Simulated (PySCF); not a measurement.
## A study: CH5FSi, SMILES `C[SiH2]F`

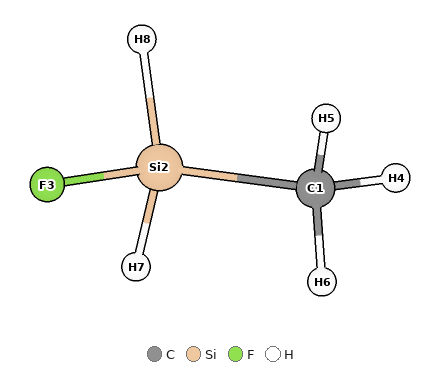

The molecule, with its atoms numbered as below. No frequency check shows the geometry to be a minimum.

Geometry (Å), atoms numbered from 1:

```
C1      -1.5245    0.3393   -0.0001
Si2      0.1681   -0.5021   -0.0000
F3       1.2859    0.6609   -0.0002
H4      -2.3303   -0.3885    0.0008
H5      -1.6500    0.9710    0.8764
H6      -1.6508    0.9694   -0.8767
H7       0.4252   -1.2542   -1.2198
H8       0.4263   -1.2520    1.2216
```

Part 1: Excited states

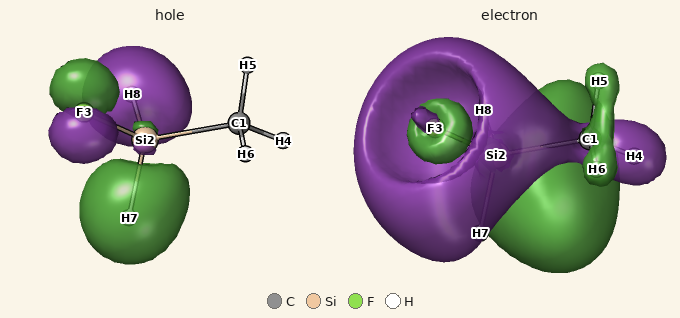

Leading natural transition orbital pair of S₂ (full linear response singlet states); the surfaces enclose about 78 % of each orbital's density.

Computed with PySCF, ωB97X/6-31G*, geometry: GFN2-xTB. Without diffuse functions Rydberg states are missing, so the states' numbers hold for this basis only.

Give its energy and the atoms that hole and electron lie on.

Answer. 8.84 eV (140 nm), f = 0.005; the leading pair carries 99 %; hole on Si2 (30 %), H7 and H8 (22 % each) and F3 (22 %), electron on Si2 (61 %), F3 (13 %) and H7 and H8 (7 % each); their centroids lie 0.4 Å apart. In canonical orbitals it is mainly HOMO−1 → LUMO (97 %). The HOMO–LUMO gap is 14.42 eV.

Part 2: In an electric field

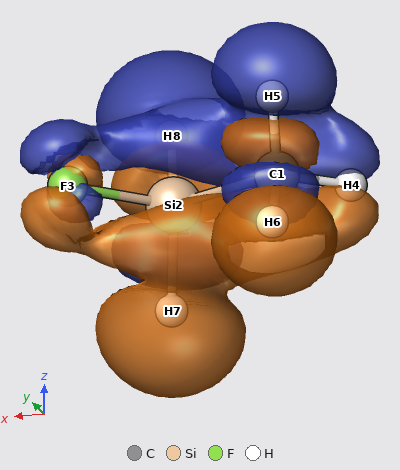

Change of the electron density in a uniform field of 0.41 V/Å, surfaces at ±0.002 e/Å³ (orange: gain, blue: loss).

Level of theory: B3LYP/cc-pVDZ (PySCF), at a geometry from GFN2-xTB. A basis without diffuse functions makes polarisabilities too small.

Along which Cartesian direction does the field point?

Answer. Along +z: electrons gather on the −z side, against the field.

What dipole is induced, and what polarisability does it imply?

Answer. The induced dipole is 0.67 D (along the field); α along this axis, from the fields in both directions, is 33 bohr³ (4.9 Å³).

Which atoms gain and lose the most charge?

Answer. Electrons gather most on H7 (Hirshfeld charge changes by −0.017 e) and leave H8 most (+0.017 e); 0.073 electrons are displaced in all.

Part 3: Localised orbitals

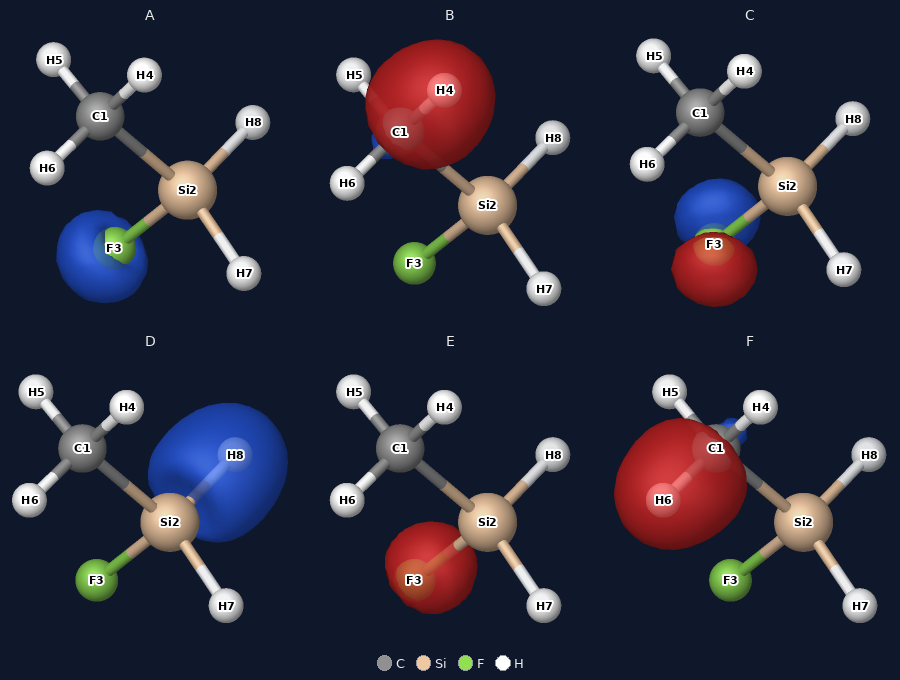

Pipek–Mezey orbitals, occupied; each surface holds about 70 % of the orbital's density. Energies are diagonal elements of the Fock matrix.

PySCF calculation, PBE/def2-TZVP, gas phase; geometry: GFN2-xTB.

What does each orbital represent in a Lewis picture?

Answer. By panel:
- A: lone pair on F3 (sp0.7-type) (F3 100 %; −18.8 eV)
- B: σ bond C1–H4 (C1 56 %, H4 43 %; −12.0 eV)
- C: lone pair on F3 (p-type) (F3 97 %; −9.7 eV)
- D: σ bond H8–Si2 (H8 54 %, Si2 45 %; −10.1 eV)
- E: pair mostly on F3, shared in part with Si2 (F3 82 %, Si2 18 %; −21.7 eV)
- F: σ bond C1–H6 (C1 56 %, H6 43 %; −11.9 eV)
